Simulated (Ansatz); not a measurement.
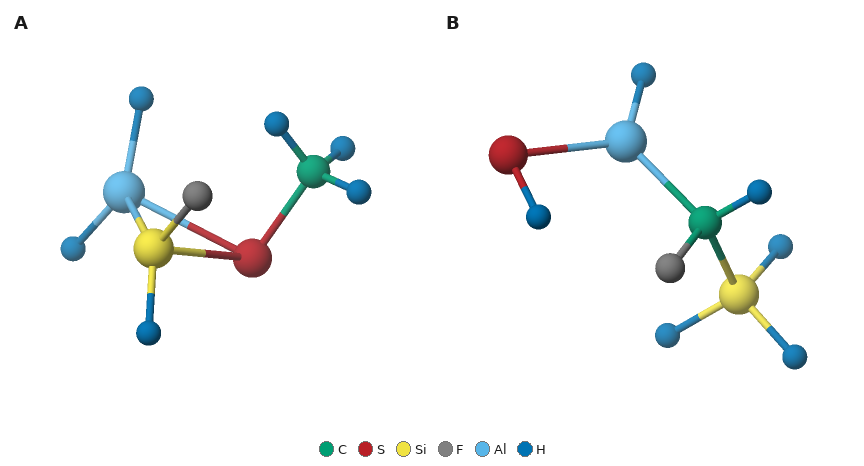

2 stationary structures of one formula. Geometries: PBE-D4/def2-SVP. Electronic energies: PBE-D4/def2-SVP (Ansatz 0.2.0), without zero-point energy. No frequency run is at hand to confirm each as a minimum. Each is one conformer, not always the lowest.

Rank them by energy, lowest first.

Answer. A is lowest; B lies 1.368 eV above it.
